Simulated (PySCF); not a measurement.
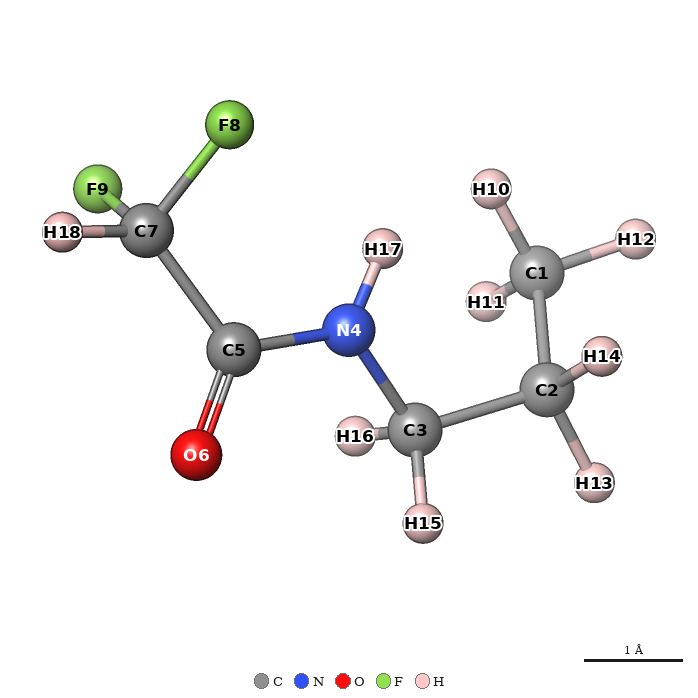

Orthographic view. Depth is shown by fading: the farther an atom, the more it takes the colour of the background. Geometry: a frame of a GFN2-xTB molecular-dynamics simulation, not a minimum.

Write a MOL file (V2000) with the atoms in numerical order, bonds sorted by atom number with the orders drawn, and coordinates in the frame of the picture: x right, y up, z towards the viewer, origin at the mean position.

```
C5H9F2NO
                    3D

 18 17  0  0  0  0  0  0  0  0999 V2000
    1.6400    0.4900   -1.5700 C   0  0  0  0  0  0  0  0  0  0  0  0
    1.7400   -0.7000   -0.6000 C   0  0  0  0  0  0  0  0  0  0  0  0
    0.3900   -1.1100   -0.1400 C   0  0  0  0  0  0  0  0  0  0  0  0
   -0.2900   -0.0900    0.6100 N   0  0  0  0  0  0  0  0  0  0  0  0
   -1.4600   -0.2900    1.2800 C   0  0  0  0  0  0  0  0  0  0  0  0
   -1.8500   -1.3700    1.6600 O   0  0  0  0  0  0  0  0  0  0  0  0
   -2.3600    0.9300    1.4600 C   0  0  0  0  0  0  0  0  0  0  0  0
   -1.5100    2.0100    1.7900 F   0  0  0  0  0  0  0  0  0  0  0  0
   -2.8500    1.3500    0.2400 F   0  0  0  0  0  0  0  0  0  0  0  0
    1.1700    1.3500   -1.1400 H   0  0  0  0  0  0  0  0  0  0  0  0
    1.1200    0.2000   -2.4700 H   0  0  0  0  0  0  0  0  0  0  0  0
    2.6500    0.8400   -1.9200 H   0  0  0  0  0  0  0  0  0  0  0  0
    2.2200   -1.6500   -1.1100 H   0  0  0  0  0  0  0  0  0  0  0  0
    2.3000   -0.3600    0.2500 H   0  0  0  0  0  0  0  0  0  0  0  0
    0.4700   -2.0700    0.3800 H   0  0  0  0  0  0  0  0  0  0  0  0
   -0.2200   -1.1800   -1.0400 H   0  0  0  0  0  0  0  0  0  0  0  0
    0.0600    0.7400    0.2400 H   0  0  0  0  0  0  0  0  0  0  0  0
   -3.2200    0.9100    2.0600 H   0  0  0  0  0  0  0  0  0  0  0  0
  1  2  1  0
  1 10  1  0
  1 11  1  0
  1 12  1  0
  2  3  1  0
  2 13  1  0
  2 14  1  0
  3  4  1  0
  3 15  1  0
  3 16  1  0
  4  5  1  0
  4 17  1  0
  5  6  2  0
  5  7  1  0
  7  8  1  0
  7  9  1  0
  7 18  1  0
M  END
```
